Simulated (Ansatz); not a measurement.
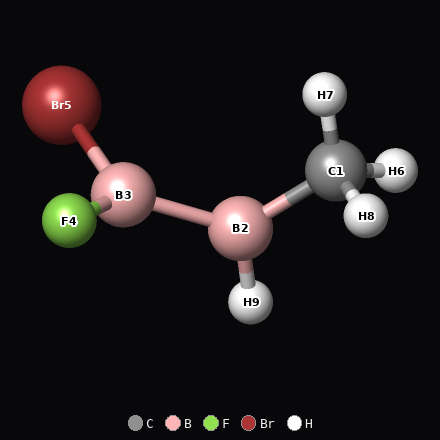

The system is CH4B2BrF, SMILES CBB(F)Br; the picture shows the reference structure. First axis: bond length C1–B2. Second axis: bond length B2–H9. Nothing is relaxed (all other coordinates rigid). The scan uses a 7 × 7 grid. Points are written as (first, second). Energies: kcal/mol, counted from the relaxed molecule at the same level. All numbers below come from Ansatz, RKS B3LYP-D4/def2-SVP.

Its coordinates:

```xyz
9

C    -0.9910   -0.8526    0.0342
B    -0.0320    0.2374   -0.5454
B     1.1614    1.0236    0.3463
F     1.0871    2.1402    1.0448
Br    2.8882    0.1195    0.3026
H    -1.2392   -1.6497   -0.6848
H    -0.7018   -1.2931    0.9996
H    -1.9433   -0.3025    0.2022
H    -0.1409    0.5308   -1.7170
```

Range: bond length C1–B2 from 1.376 to 1.954 Å; bond length B2–H9 from 1.019 to 1.577 Å.

Predict the map.

The lowest grid point is at (1.568 Å, 1.205 Å), 0.022 kcal/mol from the relaxed molecule at the same level. It is the only kind of minimum in the scanned range. The highest grid point, (1.954 Å, 1.577 Å), lies 44.4 kcal/mol above the lowest. Round the minimum the two coordinates are nearly uncoupled.

| bond length B2–H9 ↓, bond length C1–B2 → | 1.376 | 1.472 | 1.568 | 1.665 | 1.761 | 1.858 | 1.954 |
| --- | --- | --- | --- | --- | --- | --- | --- |
| 1.577 | 31.7 | 21.3 | 19.0 | 22.0 | 28.0 | 35.8 | 44.4 |
| 1.484 | 25.0 | 14.3 | 12.0 | 14.8 | 20.6 | 28.3 | 36.8 |
| 1.391 | 19.5 | 8.7 | 6.1 | 8.8 | 14.6 | 22.2 | 30.4 |
| 1.298 | 15.3 | 4.3 | 1.6 | 4.2 | 10.0 | 17.5 | 25.8 |
| 1.205 | 13.9 | 2.8 | 0.0 | 2.5 | 8.2 | 15.7 | 24.0 |
| 1.112 | 17.2 | 6.0 | 3.1 | 5.5 | 11.1 | 18.6 | 26.9 |
| 1.019 | 27.8 | 16.5 | 13.6 | 16.0 | 21.5 | 29.0 | 37.2 |

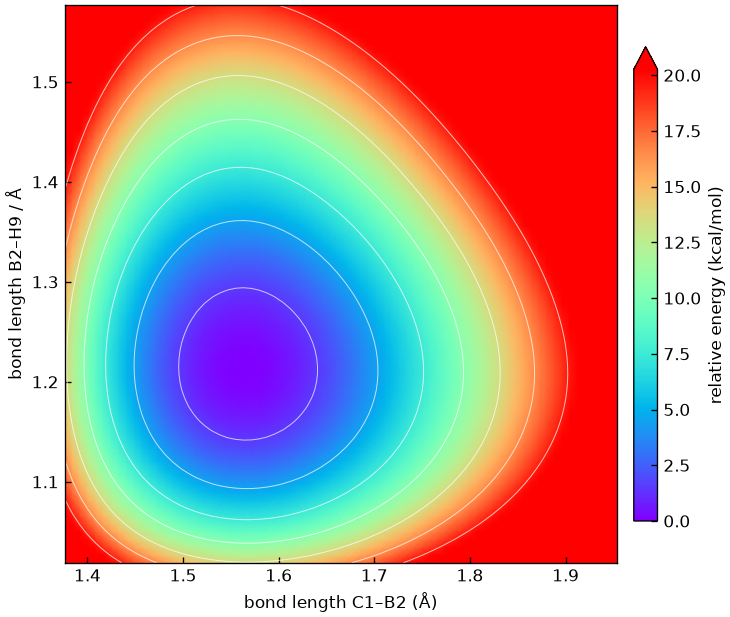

In the figure: a smooth colour map with a few white contour lines, one colour for all values above the top of the scale. Between grid points the surface is interpolated.

Time for the 49 points that were run: 13 min on 1 thread of Intel(R) Xeon(R) Processor @ 2.50GHz (Skylake/Cascade Lake), with other jobs on the host.
